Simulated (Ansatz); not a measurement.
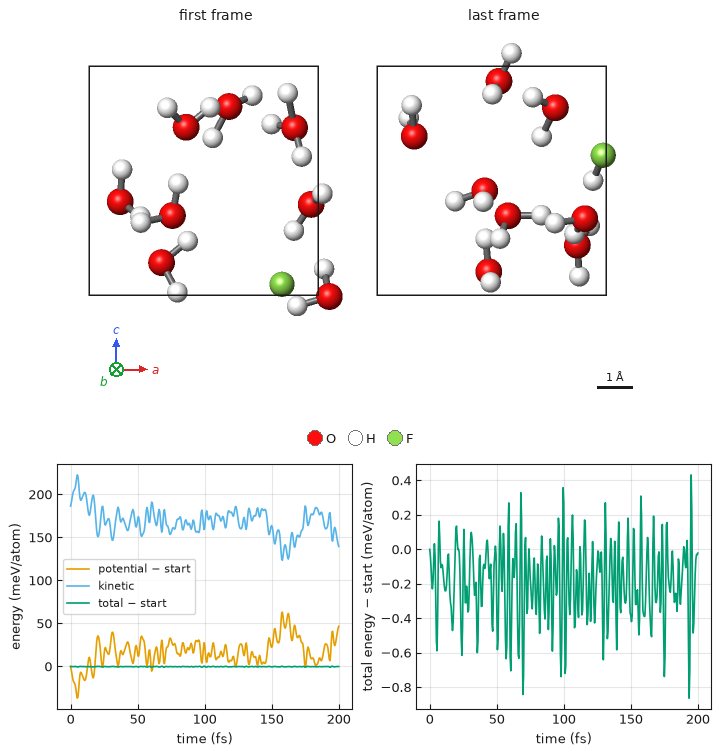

Molecular dynamics of a periodic cell with 8 H2O + 1 HF at 0.904 g/cm³, 200 fs long. It starts from the last geometry of an earlier run, with fresh velocities. Style: ball-and-stick. Shown: the simulation cell, along the b axis.

Level of theory: DFT PBEsol, scalar-relativistic, plane waves, PAW (Ansatz 0.2.0). Run with plane-wave cutoff 420 eV; k-point mesh 1 × 1 × 1; Fermi-Dirac smearing 0.02 eV; low-accuracy preset; constant energy (NVE); velocities drawn for 1500 K; time step 0.5 fs.

Input
```yaml
accuracy: low
crystal:
  lattice:
    - [6.704727, 0.0, 0.0]
    - [0.0, 6.704727, 0.0]
    - [0.0, 0.0, 6.704727]
  atoms:
    - { symbol: O, position: [0.96451478, -0.01723889, 0.39287304] }
    - { symbol: H, position: [0.92337214, 0.10968496, 0.60154334] }
    - { symbol: H, position: [1.01368023, -0.14602733, 0.4396733] }
    - { symbol: O, position: [0.35896255, 0.32168646, 0.34433254] }
    - { symbol: H, position: [0.38402502, 0.29012431, 0.48334198] }
    - { symbol: H, position: [0.22132119, 0.26056678, 0.31353301] }
    - { symbol: O, position: [0.60582384, 0.72639788, 0.82009188] }
    - { symbol: H, position: [0.70808053, 0.81820503, 0.86789957] }
    - { symbol: H, position: [0.53469494, 0.74786277, 0.68342122] }
    - { symbol: O, position: [0.89221637, 0.17600075, 0.7273328] }
    - { symbol: H, position: [0.79151346, 0.26627557, 0.74369745] }
    - { symbol: H, position: [0.86222324, 0.08480089, 0.87852253] }
    - { symbol: O, position: [0.13088607, 0.61678678, 0.40474755] }
    - { symbol: H, position: [0.13924431, 0.57941428, 0.54498453] }
    - { symbol: H, position: [0.21917742, 0.52617535, 0.33978823] }
    - { symbol: O, position: [0.04384644, 0.54811433, -0.00937946] }
    - { symbol: H, position: [-0.09627134, 0.54300941, -0.05064277] }
    - { symbol: H, position: [0.02076115, 0.6482022, 0.11096537] }
    - { symbol: O, position: [0.41867916, 0.32659342, 0.72961517] }
    - { symbol: H, position: [0.52401278, 0.33301248, 0.81645743] }
    - { symbol: H, position: [0.33662882, 0.23199259, 0.81446965] }
    - { symbol: O, position: [0.31150838, -0.02573819, 0.13880309] }
    - { symbol: H, position: [0.38046356, -0.09832771, 0.0091402] }
    - { symbol: H, position: [0.4255364, 0.00050696, 0.23264928] }
    - { symbol: F, position: [0.83725018, 0.98782294, 1.04412896] }
    - { symbol: H, position: [0.88948907, 1.01436131, 1.27862758] }
basis:
  ecutwfc: 420.0
kpoints:
  mp_grid: { grid: [1, 1, 1] }
hamiltonian:
  xc: pbesol
scf:
  occupations: { method: fermi_dirac, width: 0.02 }
  lower_state_search: "off"
md:
  timestep: 0.5
  n_steps: 400
  ensemble: nve
  temperature: 1500.0
  initial_velocities: maxwell_boltzmann
  seed: 853716
```

Run as
```bash
ansatz run input.yaml --threads 1 --pin off --max-ram 3072MiB --backend cpu --events-out ev --progress --plain --runs-dir out
```

**Check the integration.**

The total energy stays between −0.86 and 0.43 meV per atom of its start. A straight-line fit has a slope that amounts to −0.0068 meV per atom over 200 fs (under 0.1 % of the mean kinetic energy), and the ripple about it is 1.4 % of the kinetic energy's fluctuation. With a drift under 2 % and a ripple under 7 %, the integration is accurate. Over the second half the temperature averages 1331 K (spread ±119 K). The potential energy in the second half lies on average 20.8 meV per atom above the first frame.

Limits of the set-up: the program's low-accuracy preset was used; the periodic images lie only 6.7 Å apart, so the values are limited by the cell's size.

The run took 9.2 min on 1 thread of Arm Neoverse V1, on a shared host, peak memory 0.33 GiB.
